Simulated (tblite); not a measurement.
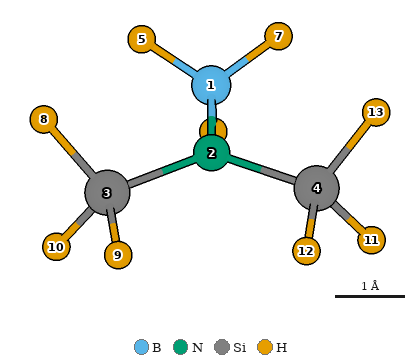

The input geometry (ball-and-stick view, seen at a tilt; atoms are numbered from 1 in the order of the input).

## Molecular dynamics of BSi$_{2}$NH$_{9}$ (charge −1)

- system: BSi$_{2}$NH$_{9}$, charge −1, SMILES [BH3-]N([SiH3])[SiH3]
- method: GFN2-xTB Langevin dynamics, gas phase (tblite 0.8.0)

### Input file
```
{"job": {"kind": "md", "xc": "GFN2-xTB", "basis": "xTB", "temperature": 400, "steps": 2000, "every": 50}, "charge": -1, "multiplicity": 1}
B     -0.104107     1.477850     0.696923
N     -0.014880     0.040191     0.002573
Si     1.549804    -0.496363    -0.378978
Si    -1.458246    -0.852815    -0.033838
H      0.771720     2.190097     0.247228
H      0.047393     1.335768     1.896511
H     -1.196622     1.958379     0.471165
H      2.245028     0.367123    -1.359931
H      1.482736    -1.844142    -0.996179
H      2.480746    -0.636182     0.768515
H     -2.050166    -1.173810     1.289211
H     -1.223564    -2.165046    -0.686217
H     -2.534230    -0.200564    -0.813303
```

The first line tells a small driver script what to run in tblite; the rest is the geometry in Å.

Run as:
```bash
OMP_NUM_THREADS=1 python <driver script> task.json out
```

### Log
```
t/fs     T/K      E/eV
    0.0   333.4   -339.50556
   25.0   297.2   -339.26072
   50.0   268.8   -339.02700
   75.0   174.8   -338.99063
  100.0   303.1   -339.29880
  125.0   310.7   -339.23467
  150.0   235.0   -338.94370
  175.0   347.0   -338.95062
  200.0   353.9   -338.99430
  225.0   497.2   -339.10378
  250.0   611.2   -339.23784
  275.0   349.1   -338.96216
  300.0   408.0   -338.98288
  325.0   414.3   -339.07341
  350.0   254.2   -338.93651
  375.0   354.4   -338.97362
  400.0   498.6   -339.01240
  425.0   356.9   -338.97448
  450.0   401.4   -339.05262
  475.0   320.3   -339.00681
  500.0   356.1   -338.95748
  525.0   391.3   -338.86348
  550.0   388.7   -338.95160
  575.0   411.7   -338.82549
  600.0   386.8   -338.73116
  625.0   402.5   -338.82780
  650.0   417.0   -338.75821
  675.0   494.0   -338.80520
  700.0   616.2   -338.90100
  725.0   486.4   -338.90972
  750.0   354.8   -338.79285
  775.0   375.0   -338.84734
  800.0   434.3   -338.81077
  825.0   440.9   -338.93180
  850.0   431.1   -339.02747
  875.0   383.0   -339.07025
  900.0   360.7   -339.17242
  925.0   307.9   -339.03102
  950.0   353.3   -339.10007
  975.0   331.0   -339.15648
 1000.0   289.9   -338.98417
```

### Trajectory as extended XYZ (Å, eV, eV/Å), 8 of the 41 frames kept, from step=0 to step=40
```
13
Properties=species:S:1:pos:R:3:forces:R:3 step=0 time_fs=0.0 energy=-339.50556 temperature=333.4
B    -0.1041    1.4779    0.6969   -0.0043  -0.0057   0.0012
N    -0.0149    0.0402    0.0026    0.0004   0.0013  -0.0017
Si    1.5498   -0.4964   -0.3790   -0.0011  -0.0022  -0.0018
Si   -1.4582   -0.8528   -0.0338    0.0058  -0.0049   0.0002
H     0.7717    2.1901    0.2472   -0.0044  -0.0053   0.0019
H     0.0474    1.3358    1.8965    0.0062  -0.0026  -0.0023
H    -1.1966    1.9584    0.4712   -0.0028   0.0031  -0.0063
H     2.2450    0.3671   -1.3599   -0.0030   0.0032   0.0011
H     1.4827   -1.8441   -0.9962    0.0064   0.0010   0.0007
H     2.4807   -0.6362    0.7685    0.0031  -0.0002   0.0020
H    -2.0502   -1.1738    1.2892   -0.0029   0.0028  -0.0033
H    -1.2236   -2.1650   -0.6862   -0.0022   0.0013   0.0043
H    -2.5342   -0.2006   -0.8133   -0.0010   0.0082   0.0041
13
Properties=species:S:1:pos:R:3:forces:R:3 step=6 time_fs=150.0 energy=-338.94370 temperature=235.0
B     0.1246    1.4174    0.8147   -0.5935   0.4978   0.5132
N    -0.2673    0.0474    0.1844    1.1927  -0.8592  -0.7593
Si    1.1791   -0.7426   -0.3940   -0.3355   0.8569   1.1850
Si   -1.8274   -0.6058    0.1197   -0.0121  -0.0579   0.7697
H     1.1397    1.8118    0.2820    0.1669   0.0350   0.3263
H     0.2275    1.1834    2.0601    0.1053   0.4419  -0.7321
H    -0.7470    2.2955    0.5960    0.1449  -0.5230   0.2017
H     1.8205   -0.0732   -1.5446   -0.1979  -0.1995  -0.2262
H     1.0795   -2.2002   -0.5370   -0.2883  -0.1518  -0.3420
H     2.2579   -0.6761    0.6350   -0.0457  -0.0235  -0.0616
H    -2.9205   -0.4549    1.1502    0.2488   0.3531  -0.0637
H    -1.5776   -2.0495    0.4587   -0.2273   0.0194  -0.6548
H    -2.4848   -0.0049   -1.0641   -0.1583  -0.3893  -0.1562
13
Properties=species:S:1:pos:R:3:forces:R:3 step=11 time_fs=275.0 energy=-338.96216 temperature=349.1
B     0.0073    1.2825    0.8924   -0.2903   0.1651  -0.3094
N    -0.5888   -0.1375    0.4134   -0.1461   0.4935  -0.0192
Si    0.7399   -0.9105   -0.3195    0.2818  -0.8200   0.3401
Si   -2.2416   -0.5437    0.4349    0.8534  -0.5323  -1.4377
H     1.1731    1.1909    0.5011   -0.2680   0.9279  -0.1084
H     0.0571    1.3327    2.0709   -0.1510  -0.1150   0.7025
H    -0.6716    2.2875    0.4911    0.6208  -0.8257  -0.0785
H     1.2894   -0.3741   -1.6130   -0.2890  -0.2332   0.2860
H     0.3698   -2.3608   -0.4047   -0.0849   0.1450  -0.3967
H     1.9148   -1.0983    0.5917   -0.0589   0.1123  -0.1615
H    -2.9193   -1.3299    1.4429   -0.0599  -0.3034   0.8481
H    -2.4434   -1.5340   -0.7568   -0.0690   0.6254   0.4637
H    -3.0403    0.6541    0.3123   -0.3388   0.3602  -0.1291
13
Properties=species:S:1:pos:R:3:forces:R:3 step=17 time_fs=425.0 energy=-338.97448 temperature=356.9
B    -0.2197    1.1459    1.4281    0.0205  -0.2996   0.6014
N    -0.7454   -0.3207    0.9194   -1.6261   1.0736   0.0435
Si    0.4769   -1.0361    0.0615   -0.9049  -0.6207  -2.4897
Si   -2.4441   -0.4906    0.6422    1.0866   1.1143   1.1245
H     0.8917    1.3605    1.0049    0.2509  -0.1943   0.0964
H    -0.2211    0.9662    2.6383    0.1006   0.4480  -0.1152
H    -0.8433    2.1286    1.0917   -0.5393  -0.3628  -0.0057
H     0.8262   -0.3712   -1.2668   -0.1155  -0.2765   0.1595
H    -0.0399   -2.4034   -0.3445    0.3478   0.2134   0.1412
H     1.7079   -1.0478    0.6893    1.7893  -0.3508   1.1335
H    -2.9848   -0.2221    2.0592   -0.1176  -0.4074  -0.8526
H    -2.7948   -1.7849    0.0317   -0.0993   0.0093   0.1314
H    -2.9484    0.6223   -0.2175   -0.1932  -0.3466   0.0316
13
Properties=species:S:1:pos:R:3:forces:R:3 step=23 time_fs=575.0 energy=-338.82549 temperature=411.7
B    -0.1088    1.0888    1.3868    0.6250   0.9996   1.3283
N    -0.4305   -0.3130    0.7579   -0.7655   0.0354  -0.0129
Si    0.8519   -1.3470    0.2943    0.4640   0.7751  -1.1178
Si   -2.1669   -0.5476    0.7540    1.4266  -0.3556  -1.9066
H    -0.9725    1.9562    1.0909    0.5608  -0.5168  -0.1243
H     1.0952    1.5521    1.1438   -1.2318  -0.6053   0.0355
H    -0.1935    1.0038    2.6961    0.1461  -0.0756  -0.9225
H     2.0937   -0.5288   -0.2112   -0.8853  -0.5182   0.2524
H     0.4957   -2.2459   -0.9243    0.0361   0.4500   0.7328
H     1.5315   -2.2557    1.2393   -0.2292  -0.1359   0.2773
H    -2.7020   -1.2435    1.9375   -0.0972   0.0994  -0.0347
H    -2.2774   -1.3449   -0.5895   -0.1961  -0.0887   0.8907
H    -3.0383    0.5648    0.2687    0.1467  -0.0633   0.6018
13
Properties=species:S:1:pos:R:3:forces:R:3 step=29 time_fs=725.0 energy=-338.90972 temperature=486.4
B     0.0742    1.1015    1.3139   -0.1358   1.6444   1.0436
N    -0.5744   -0.2575    1.0326    0.0999   0.2548  -0.3480
Si    0.5882   -1.1302    0.1656   -0.3091  -1.4403   0.5112
Si   -2.2551   -0.3078    0.9774    0.1042   1.7678   0.9617
H    -0.4278    2.0961    0.6773    0.1709  -0.7849   0.2432
H     1.2205    0.9913    1.0173    0.6736   0.3965   0.0383
H     0.0304    1.4001    2.5436   -0.1376  -0.2459  -0.5606
H     1.5005   -0.4986   -0.7635    0.3140   0.0543  -0.3083
H    -0.3010   -1.9674   -0.6952    0.3599  -0.3402  -0.0537
H     1.4024   -2.0178    1.1835   -0.4057   0.5504  -0.7733
H    -2.8112    0.0103    2.3120   -0.0153   0.1076   0.1801
H    -2.6915   -1.6143    0.8035   -0.6396  -1.9120  -0.6074
H    -2.9498    0.6712    0.1284   -0.0792  -0.0524  -0.3268
13
Properties=species:S:1:pos:R:3:forces:R:3 step=34 time_fs=850.0 energy=-339.02747 temperature=431.1
B     0.1639    1.1736    1.4672   -1.9045   0.7461  -0.0621
N    -0.5717   -0.1769    1.1693    1.1034  -1.0683  -0.8473
Si    0.4023   -1.3805    0.4148    0.8461   0.4861   0.0299
Si   -2.2321   -0.2072    1.1362   -2.2014  -0.0356  -0.8434
H     0.1315    1.8233    0.4550    0.0423   0.2846  -0.2584
H     1.2250    1.0780    1.8572    1.5997  -0.4820   0.5471
H    -0.5577    1.6902    2.3118    0.1367   0.3147   0.0511
H    -0.1709   -2.3842   -0.5519   -0.0329   0.3439   0.4054
H     0.9830   -1.9932    1.6139    0.1761  -0.5805   0.0227
H     1.6742   -0.9282   -0.3367   -0.7616  -0.1030   0.2166
H    -2.9785    0.0127    2.4218    0.3453  -0.1223  -0.2332
H    -2.6912   -1.5542    0.5212    0.2018   0.4780   0.4895
H    -3.0026    0.7253    0.1557    0.4492  -0.2617   0.4821
13
Properties=species:S:1:pos:R:3:forces:R:3 step=40 time_fs=1000.0 energy=-338.98417 temperature=289.9
B    -0.1329    1.0605    1.0699    0.5077   0.0807   0.1057
N    -0.7225   -0.3548    1.2915    0.4784  -1.3705  -0.4422
Si    0.4906   -1.4876    0.8552    0.4775  -1.1004  -0.1369
Si   -2.4079   -0.5913    1.2104    0.4326   0.9237   0.3000
H    -0.3927    1.4317   -0.0126    0.0561   0.2358  -1.0019
H     1.0409    1.0359    1.3043    0.6184  -0.0325  -0.3051
H    -0.5648    1.8108    1.8221   -0.9788   0.9806   1.1931
H     0.2417   -2.9556    1.2100   -0.4446   0.4763   0.0967
H     1.8902   -1.4685    1.4327   -0.5162   0.4340   0.0077
H     0.8159   -1.7372   -0.6035   -0.1867   0.3685   0.1849
H    -2.9459   -0.3665    2.5524   -0.2629   0.0159   0.4412
H    -2.6163   -1.9850    0.9094   -0.3716  -0.5132  -0.3461
H    -3.1957    0.4207    0.4264    0.1901  -0.4988  -0.0972
```

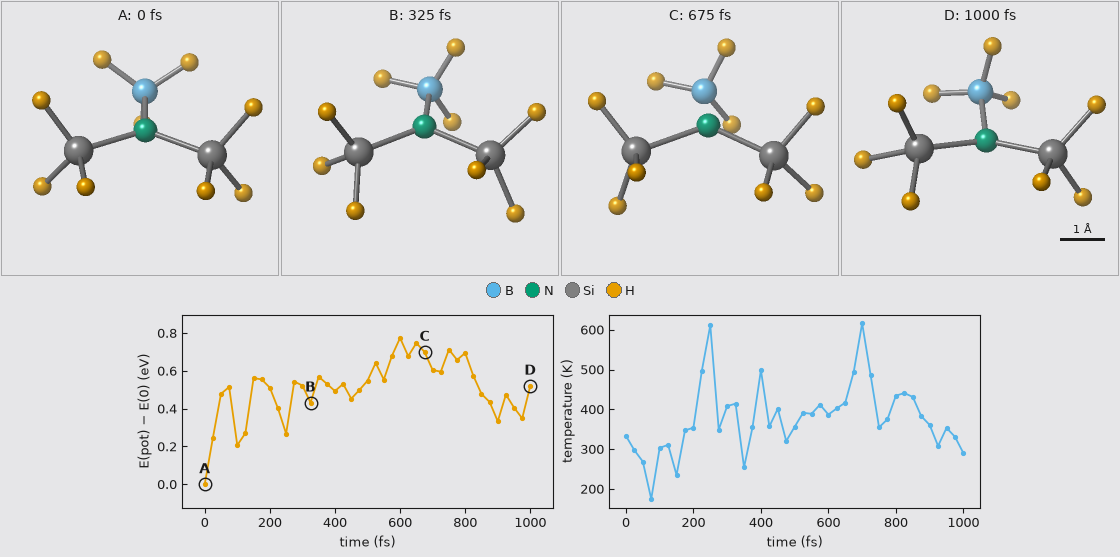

Frames of the molecular dynamics (ball-and-stick, seen at a tilt) above the curves, on which the letters mark them. The trajectory kept here has 41 frames over 1000 fs. The temperature starts at 333 K, ranges from 175 to 616 K and averages 401 K over the second half. The potential energy ends 0.521 eV above its first value. After an unweighted best fit of the last frame on the first, the root-mean-square displacement is 1.36 Å, and H9 has moved furthest (2.60 Å).

### Key numbers

```csv
quantity,value
outcome,finished
mean temperature over the second half,401 K
trajectory,"41 frames kept, 1000 fs"
hardware,"1 CPU thread, shared host"
wall time,25 s
peak memory,0.18 GiB
```
